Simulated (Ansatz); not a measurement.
# AlN (wurtzite): frozen-phonon scan

Relaxed AlN (wurtzite):

```yaml
crystal:
  lattice:
    - [6.21311, 0.00000, 0.00000]
    - [-1.55328, 2.69036, 0.00000]
    - [0.00000, 0.00000, 4.97805]
  atoms:
    - { symbol: Al, position: [0.16667, 0.66667, 0.99658] }
    - { symbol: Al, position: [0.66667, 0.66667, 0.99658] }
    - { symbol: Al, position: [0.33333, 0.33333, 0.49658] }
    - { symbol: Al, position: [0.83333, 0.33333, 0.49658] }
    - { symbol: N, position: [0.16667, 0.66667, 0.37822] }
    - { symbol: N, position: [0.66667, 0.66667, 0.37822] }
    - { symbol: N, position: [0.33333, 0.33333, 0.87822] }
    - { symbol: N, position: [0.83333, 0.33333, 0.87822] }
```

A phonon eigenvector at M = (0.5, 0.0, 0.0) is frozen into this cell: atom i moves by Q times the vector below, so Q is the largest atomic displacement, in Å. The cell is held. (q is in reciprocal vectors of the primitive cell; the cell shown is doubled to hold the pattern.)

| atom | x | y | z |
|---|---|---|---|
| Al1 | -0.212 | -0.123 | -0.150 |
| Al2 | 0.212 | 0.123 | 0.150 |
| Al3 | 0.212 | 0.123 | -0.150 |
| Al4 | -0.212 | -0.123 | 0.150 |
| N5 | 0.859 | 0.496 | 0.123 |
| N6 | -0.859 | -0.496 | -0.123 |
| N7 | -0.859 | -0.496 | 0.123 |
| N8 | 0.859 | 0.496 | -0.123 |

Calculation: r2SCAN (plane waves to 500 eV, PAW, scalar-relativistic; Ansatz, a program for electronic structure). k mesh 6×12×7 (Γ-centred), Fermi-Dirac smearing 0.05 eV. Energies are smeared free energies. AlN was relaxed with its symmetry unable to fall. The PAW data are Ansatz's earlier set. ΔE is measured from the undisplaced structure.

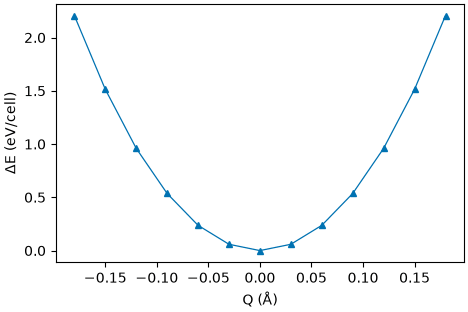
Figure: ΔE (eV/cell) against Q (Å); markers are the computed points, lines only join them.

The energy at Q = 0.180 Å is 2206 meV/cell. Wavenumber by perturbation theory (DFPT, on another k mesh): 741 cm⁻¹. Harmonic wavenumber from the curvature (finite differences): 741 cm⁻¹. Space group of the distorted cell: Pmn2_1 (No. 31), lowered from P6_3mc. Shape of the curve: a single well with its minimum at or next to zero displacement.

E″ = 131.09 eV/Å², M = Σ mᵢ|uᵢ|² = 64.9 u, ν̃ = 521.5·√(|E″|/M).

(A displaced cell: forces are minus the slopes of the energy, force constants its curvatures, and phonons follow from these.)
